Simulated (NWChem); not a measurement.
**CH5Si (SMILES C[SiH2]): levels of theory compared**

Wanted: a comparison of 6 runs (U-r2SCAN/MINI, U-r2SCAN/LANL2DZ, U-r2SCAN/DGauss-DZVP, UMP2/3-21G, UMP2/6-31G, UMP2/6-31G*) of CH5Si. 

The results are computed with NWChem 7.3.0.

1 further run of the same task is left out (set aside as unsound or not needed).

## (1) The system as given

CH5Si has 7 atoms, charge 0, and is taken as a doublet. As SMILES, `C[SiH2]`. The shape is that of a PBE0-D4/def2-TZVP optimisation.

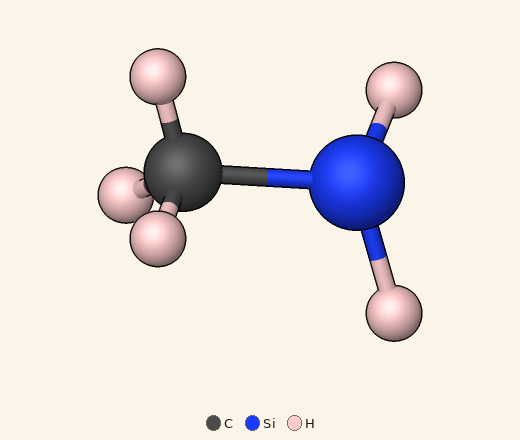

Viewed from a chosen angle; carbon dark grey, silicon blue, hydrogen pink.

## (2) Energy and gradient at U-r2SCAN/MINI (run 1)

Contents of job.nw:

```
start job
title "CH5Si"
memory 2200 mb
charge 0

geometry units au noautosym nocenter noautoz
  C  -0.23168042 -1.51782802  0.17990193
  Si  0.33296974  1.95548859  0.59337400
  H  -0.38701591 -1.99347209 -1.82660927
  H   1.32129651 -2.61405815  0.98171272
  H  -1.97873223 -2.09324963  1.11399355
  H  -1.79807441  3.48919032 -0.42651119
  H   2.74123672  2.77411795 -0.61605072
end

basis spherical bse
  * library MINI
end

dft
  xc r2scan
  mult 2
  grid fine
  convergence energy 1e-08
  iterations 100
  mulliken
  print low
end

task dft gradient
```

Started as:

```bash
$ nwchem job.nw > job.out
```

What it wrote:

```text
[...]
 d= 0,ls=0.0,diis     1   -328.5228948125 -3.84D+02  9.20D-03  1.23D-02     0.4
[...]
 d= 0,ls=0.0,diis     8   -328.5285045162 -1.33D-09  1.00D-06  3.49D-11     2.3
[...]
         Total DFT energy =     -328.528504516154
      One electron energy =     -560.712909899439
           Coulomb energy =      204.202661807601
    Exchange-Corr. energy =      -27.701333593861
 Nuclear repulsion energy =       55.683077169544
[...]
      Total Density - Mulliken Population Analysis
     ---------------------------------------------
    Atom       Charge   Shell Charges
 -----------   ------   -------------------------------------------------------
    1 C    6     7.01   1.99  1.44  3.58
    2 Si  14    13.51   2.00  2.00  1.27  5.95  2.29
    3 H    1     0.76   0.76
    4 H    1     0.77   0.77
    5 H    1     0.77   0.77
    6 H    1     1.09   1.09
    7 H    1     1.09   1.09
[...]
      <S2> =      0.7516 (Exact =     0.7500)
                         DFT ENERGY GRADIENTS
    atom               coordinates                        gradient
                 x          y          z           x          y          z
   1 C      -0.231680  -1.517828   0.179902   -0.007288  -0.044890  -0.003697
   2 Si      0.332970   1.955489   0.593374    0.000038   0.011671  -0.044295
   3 H      -0.387016  -1.993472  -1.826609    0.005222   0.017065   0.063027
   4 H       1.321297  -2.614058   0.981713   -0.049362   0.036227  -0.025273
   5 H      -1.978732  -2.093250   1.113994    0.056026   0.019619  -0.029522
   6 H      -1.798074   3.489190  -0.426511    0.037595  -0.026125   0.018204
   7 H       2.741237   2.774118  -0.616051   -0.042231  -0.013567   0.021557
 Task  times  cpu:        2.7s     wall:        2.7s
 Total times  cpu:        2.7s     wall:        2.7s
```

It took 3.3 s on 1 thread of AMD EPYC 9R45 (Zen 5), shared host; peak memory 0.12 GiB.

## (3) Energy and forces at U-r2SCAN/LANL2DZ (core potential) (run 2)

Contents of ch5si.nw:

```
echo
start ch5si
title "CH5Si r2SCAN"
memory stack 880 mb heap 220 mb global 1100 mb

geometry units angstroms noautosym nocenter noautoz
 C       -0.122600      -0.803200       0.095200
 Si       0.176200       1.034800       0.314000
 H       -0.204800      -1.054900      -0.966600
 H        0.699200      -1.383300       0.519500
 H       -1.047100      -1.107700       0.589500
 H       -0.951500       1.846400      -0.225700
 H        1.450600       1.468000      -0.326000
end

basis spherical bse
 * library LANL2DZ
end

ecp bse
 Si library LANL2DZ
end

dft
 xc r2scan
 mult 2
 grid fine
 convergence energy 1e-08
 maxiter 100
 mulliken
 noprint "final vectors analysis"
end

task dft gradient
```

Started as:

```bash
$ nwchem ch5si.nw > ch5si.out
```

What it wrote:

```text
[...]
          Wavefunction type:  spin polarized.
          No. of atoms     :     7
          No. of electrons :    15
[...]
          Charge           :     0
          Spin multiplicity:     2
[...]
          AO basis - number of functions:    27
[...]
              XC Information
              --------------
                      r^2SCAN Method XC Functional
               r^2SCAN metaGGA Exchange Functional  1.000
                     r^2SCAN Correlation Potential  1.000
[...]
 d= 0,ls=0.0,diis     1    -44.8917618975 -7.01D+01  8.46D-03  2.47D-02     0.5
[...]
 d= 0,ls=0.0,diis     9    -44.9070792764 -4.85D-09  1.53D-06  6.90D-10     3.7
[...]
         Total DFT energy =      -44.907079276410
      One electron energy =     -109.497663484910
           Coulomb energy =       47.701792552474
    Exchange-Corr. energy =       -8.362521276186
 Nuclear repulsion energy =       25.251312932212
[...]
      Total Density - Mulliken Population Analysis
     ---------------------------------------------
    Atom       Charge   Shell Charges
 -----------   ------   -------------------------------------------------------
    1 C    6     7.02   2.00  0.70  0.82  2.76  0.73
    2 Si   4     3.57   0.73  0.61  1.48  0.76
    3 H    1     0.74   0.50  0.24
    4 H    1     0.75   0.51  0.24
    5 H    1     0.75   0.51  0.24
    6 H    1     1.08   0.49  0.60
    7 H    1     1.08   0.49  0.60
[...]
      <S2> =      0.7530 (Exact =     0.7500)
[...]
  wavefunction    = open shell
                         DFT ENERGY GRADIENTS
    atom               coordinates                        gradient
                 x          y          z           x          y          z
   1 C      -0.231680  -1.517828   0.179902    0.000460   0.003330  -0.000418
   2 Si      0.332970   1.955488   0.593374   -0.001085  -0.007121  -0.000058
   3 H      -0.387016  -1.993472  -1.826609    0.000349   0.001507   0.002594
   4 H       1.321296  -2.614058   0.981713   -0.001695   0.002473  -0.000870
   5 H      -1.978732  -2.093249   1.113993    0.002335   0.001852  -0.001047
   6 H      -1.798074   3.489190  -0.426511    0.000851  -0.001178  -0.000150
   7 H       2.741237   2.774118  -0.616051   -0.001214  -0.000863  -0.000052
[...]
```

It took 5.1 s on 1 thread of AMD EPYC 9R45 (Zen 5), shared host; peak memory 0.12 GiB.

Runs 3 to 5 aren't shown in full; the table further down has their settings and results.

## (4) Energy and gradient at UMP2/6-31G(d) (spherical functions) (run 6)

Contents of ch5si.nw:

```
start ch5si
title "CH5Si mp2"
memory stack 880 mb heap 220 mb global 1100 mb

geometry units angstroms noautosym nocenter noautoz
  C    -0.122600   -0.803200    0.095200
  Si    0.176200    1.034800    0.314000
  H    -0.204800   -1.054900   -0.966600
  H     0.699200   -1.383300    0.519500
  H    -1.047100   -1.107700    0.589500
  H    -0.951500    1.846400   -0.225700
  H     1.450600    1.468000   -0.326000
end

basis spherical bse
  C library 6-31G*
  Si library 6-31G*
  H library 6-31G*
end

scf
  nopen 1
  uhf
  thresh 1e-08
  maxiter 80
  print low
end

mp2
  freeze core 6
  tight
end

task mp2 gradient
```

Started as:

```bash
$ nwchem ch5si.nw > ch5si.out
```

What it wrote:

```text
[...]
  functions       =    42
[...]
  wavefunction    = UHF
[...]
         Total SCF energy =   -329.650194046567
      One electron energy =   -565.501612928147
      Two electron energy =    180.168337730862
 Nuclear repulsion energy =     55.683081150718
                       Sz =      0.5000
                 Sz(Sz+1) =      0.7500
                      S^2 =      0.7533
[...]
          Total MP2 energy          -329.848544399799
[...]
                         mp2 ENERGY GRADIENTS
    atom               coordinates                        gradient
                 x          y          z           x          y          z
   1 C      -0.231680  -1.517828   0.179902    0.000473   0.003090   0.000933
   2 Si      0.332970   1.955488   0.593374   -0.000881  -0.005891   0.000093
   3 H      -0.387016  -1.993472  -1.826609    0.000129   0.000735   0.000098
   4 H       1.321296  -2.614058   0.981713   -0.000168   0.000770  -0.000153
   5 H      -1.978732  -2.093249   1.113993    0.000421   0.000693  -0.000193
   6 H      -1.798074   3.489190  -0.426511   -0.000629   0.000408  -0.000368
   7 H       2.741237   2.774118  -0.616051    0.000656   0.000195  -0.000410
[...]
```

Run time: 8.1 s. Hardware: 1 thread of AMD EPYC 9R45 (Zen 5), shared host; peak memory 0.12 GiB.

## (5) The series

```
run                              level  core potential  integration grid  energy (Eh)   ⟨S²⟩  largest force (eV/Å)  wall time
  1                      U-r2SCAN/MINI               –              fine  -328.528505  0.752                 3.409      3.3 s
  2  U-r2SCAN/LANL2DZ (core potential)         LANL2DZ              fine   -44.907079  0.753                 0.370      5.1 s
  3               U-r2SCAN/DGauss-DZVP               –              fine  -330.453846  0.753                 0.160      8.7 s
  4                         UMP2/3-21G               –                 –  -328.055489  0.754                 0.948      1.8 s
  5                         UMP2/6-31G               –                 –  -329.737533  0.754                 0.890      5.4 s
  6  UMP2/6-31G* (spherical functions)               –                 –  -329.848544  0.753                 0.306      8.1 s
```

## (6) Outcome

```
                                                      quantity          value
                                           run 6: total energy  -329.84854 Eh
run 6: dipole moment (of the density that the program reports)         0.82 D
            run 6: correlation energy (6 core orbitals frozen)     -198.4 mEh
                      run 6: ⟨S²⟩ of the reference determinant          0.753
                               run 6: largest force on an atom     0.306 eV/Å
```

What this shows: Over runs 2, 3, 4, 5, 6 the dipole moment (its size) runs from 0.73 D (UMP2/3-21G) to 0.83 D (U-r2SCAN/DGauss-DZVP). The two ends differ in method and basis. Some runs of one species differ in core potentials or relativity; totals across that change don't compare. In run 1 the basis is minimal, so the values are rough. All runs together took 32 s, the longest 8.7 s.
